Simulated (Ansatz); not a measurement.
# SiHF2 (SMILES F[SiH]F) at U-wB97X/STO-3G

Aim: the electronic atomisation energy of SiHF2 at U-wB97X/STO-3G, from 4 runs. 

The calculation is run with Ansatz 0.2.0.

66 further runs of the same task are left out: 9 that didn't finish, 57 set aside as unsound or not needed.

## 1. The system as given

SiHF2 has 4 atoms, charge 0, and is taken as a doublet. SMILES: `F[SiH]F`. Geometry: relaxed at GFN2-xTB.

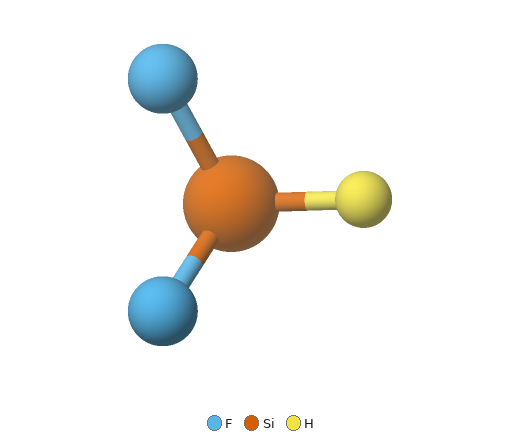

Viewed from a chosen angle; fluorine blue, silicon orange, hydrogen yellow.

## 2. A single-point energy at U-wB97X/STO-3G

Contents of run.yaml:

```yaml
crystal:
  periodic: [false, false, false]
  atoms:
    - symbol: F
      position_ang: [1.226950, 0.652980, -0.410280]
    - symbol: Si
      position_ang: [-0.028060, -0.342890, -0.301090]
    - symbol: F
      position_ang: [-1.234200, 0.716240, -0.252780]
    - symbol: H
      position_ang: [0.035310, -1.026330, 0.964150]
basis:
  gaussian: {orbitals: STO-3G}
magnetization: {spin_polarized: true, initial_magnetization: 1}
hamiltonian: {xc: {name: wB97X}}
accuracy: high
```

Launch:

```sh
$ ansatz run run.yaml --threads 1 --pin off --max-ram 2610MiB --events-out events.jsonl --progress --plain --runs-dir runs
```

The program printed:

```text
Warning: RAYON_NUM_THREADS=1 ignored (pool sized by the plan → 1); use --threads N
Functional definition: wB97X
  name "wB97X"
  parameter omega = 0.3/bohr
  parameter cx = 0.157706
  parameter cx1 = 0.726479
  parameter cx2 = 1.04760
  parameter cx3 = -5.70635
  parameter cx4 = 13.2794
  parameter css1 = -4.33879
  parameter css2 = 18.2308
  parameter css3 = -31.7430
  parameter css4 = 17.2901
  parameter cos1 = 2.37031
  parameter cos2 = -11.3995
  parameter cos3 = 6.58405
  parameter cos4 = -3.78132
  exchange = spin_sum(e_x_unif_sr(omega)*poly(b97_u_x, 1 - cx, cx1, cx2, cx3, cx4)) + cx*exact_x_sr(omega)
      + exact_x_lr(omega)
  correlation = spin_sum(e_c_pw_same_spin*poly(b97_u_same, 1, css1, css2, css3, css4))
      + integral(e_c_pw_opposite_spin*poly(b97_u_opposite, 1, cos1, cos2, cos3, cos4))
361 factors; integrals over basis functions are off by at most 3.0e-8 eV
134 factors; integrals over basis functions are off by at most 1.2e-9 eV
mean field evaluation 1: about -13153.1145 eV, gradient 1.6e1 eV
mean field evaluation 2: about -13154.7744 eV, gradient 9.7e0 eV
mean field evaluation 4: about -13155.4001 eV, gradient 2.1e-1 eV
mean field evaluation 8: about -13155.3930 eV, gradient 4.9e-3 eV
mean field evaluation 16: about -13155.3930 eV, gradient 2.0e-6 eV
mean field -13155.39295582 eV, -483.4517740807 hartree, gradient 3.9e-8 eV, S^2 0.752146; 0 other end points of the search recorded, 0 dependent functions left out
reference -13155.39295469 eV, -483.4517740392 hartree; 17, 16 occupied and 3, 4 virtual orbitals, 361 factors
Total energy: -13155.39295469 eV, -483.4517740392 hartree
```

It took 6.3 s on 1 thread of Intel Xeon 6975P-C (Granite Rapids), shared host; peak memory 0.4 GiB.

## 3. The F atom

Contents of molecule.yaml:

```yaml
crystal:
  periodic: [false, false, false]
  atoms:
    - {symbol: F, position_ang: [0.000000, 0.000000, 0.000000]}
basis:
  gaussian: {orbitals: STO-3G}
magnetization: {spin_polarized: true, initial_magnetization: 1}
hamiltonian: {xc: {name: wB97X}}
accuracy: high
```

Run the same way, it converges to -98.27280 Eh (log not shown).

## 4. The H atom at the same level

Contents of job.yaml:

```yaml
crystal:
  periodic: [false, false, false]
  atoms:
    - {symbol: H, position_ang: [0.000000, 0.000000, 0.000000]}
basis:
  gaussian:
    orbitals: STO-3G
accuracy: high
hamiltonian:
  xc: {name: wB97X}
magnetization:
  spin_polarized: true
  initial_magnetization: 1
```

Run the same way, it converges to -0.46692 Eh (log not shown).

## 5. The Si atom

Contents of input.yaml:

```yaml
crystal:
  periodic: [false, false, false]
  atoms:
    - {symbol: Si, position_ang: [0.000000, 0.000000, 0.000000]}
basis:
  gaussian:
    orbitals: STO-3G
total_charge: 0
magnetization:
  spin_polarized: true
  initial_magnetization: 2
hamiltonian:
  xc: {name: wB97X}
accuracy: high
```

Launch:

```sh
$ ansatz run input.yaml --threads 1 --pin off --max-ram 2610MiB --events-out events.jsonl --progress --plain --runs-dir runs
```

The program printed:

```text
Warning: RAYON_NUM_THREADS=1 ignored (pool sized by the plan → 1); use --threads N
[... 17 set-up lines as earlier in the session ...]
      + exact_x_lr(omega)
[... 1 set-up line as earlier in the session ...]
      + integral(e_c_pw_opposite_spin*poly(b97_u_opposite, 1, cos1, cos2, cos3, cos4))
42 factors; integrals over basis functions are off by at most 1.8e-9 eV
29 factors; integrals over basis functions are off by at most 4.1e-10 eV
mean field evaluation 1: about -7780.6430 eV, gradient 2.7e-1 eV
mean field evaluation 2: about -7780.6432 eV, gradient 1.8e-2 eV
mean field evaluation 4: about -7780.6429 eV, gradient 1.2e-3 eV
mean field evaluation 8: about -7780.6429 eV, gradient 7.7e-8 eV
mean field -7780.64291389 eV, -285.9333531761 hartree, gradient 3.1e-9 eV, S^2 2.000001; 0 other end points of the search recorded, 0 dependent functions left out
reference -7780.64291330 eV, -285.9333531547 hartree; 8, 6 occupied and 1, 3 virtual orbitals, 42 factors
Total energy: -7780.64291330 eV, -285.9333531547 hartree
```

It took 0.93 s on 1 thread of Intel Xeon 6975P-C (Granite Rapids), shared host; peak memory 0.2 GiB.

## 6. Summary of results

At U-wB97X/STO-3G:

| quantity | value |
| --- | --- |
| molecule: total energy | -483.45177 Eh |
| molecule: ⟨S²⟩ | 0.752 |
| F atom: total energy | -98.27280 Eh |
| F atom: ⟨S²⟩ | 0.750 |
| H atom: total energy | -0.46692 Eh |
| H atom: ⟨S²⟩ | 0.750 |
| Si atom: total energy | -285.93335 Eh |
| Si atom: ⟨S²⟩ | 2.000 |
| electronic atomisation energy | 13.766 eV |

In words: Taking the molecule apart into free atoms costs 13.77 eV (317 kcal/mol), before zero-point energy and without spin-orbit coupling. In a minimal basis such a difference can be off by several eV, whatever the method.
